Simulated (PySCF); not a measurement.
```yaml
atoms:
  - { symbol: Si, position_ang: [0.0000, 0.0000, -1.7940] }
  - { symbol: Br, position_ang: [0.0000, 0.0000, 0.6360] }
```

Method: PBE0/def2-TZVPPD, non-relativistic Hamiltonian with scalar-relativistic core potentials where named, at a bond length of 2.430 Å (PySCF).

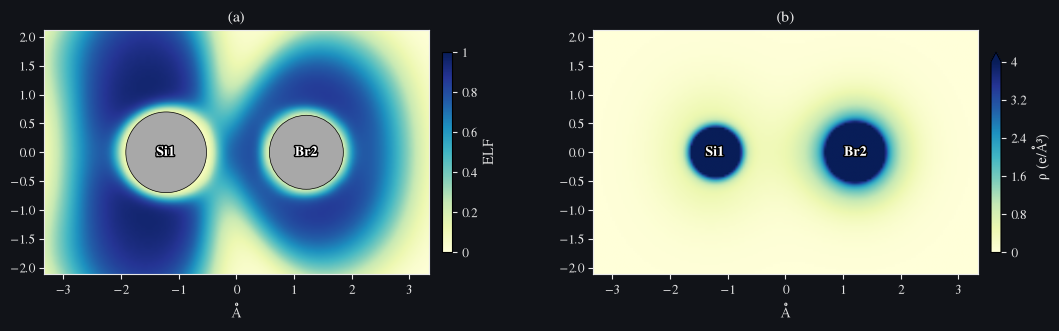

SiBr (charge −1, triplet). (a) ELF; (b) total electron density on a plane that holds the molecular axis. Grey discs cover the atomic cores in the ELF map.

### Describe what can be read from this map.

The plane passes through Si and Br nuclei.
Si–Br (2.43 Å): ρ is about 0.51 e/Å³ halfway, with its minimum of 0.41 e/Å³ about 0.9 Å from Si; the ELF peaks at about 0.80 between the atoms (a shared but strongly polarised pair).
The ELF also peaks beside Si1 and Br2, away from the bonds: non-bonding electrons, paired or unpaired.
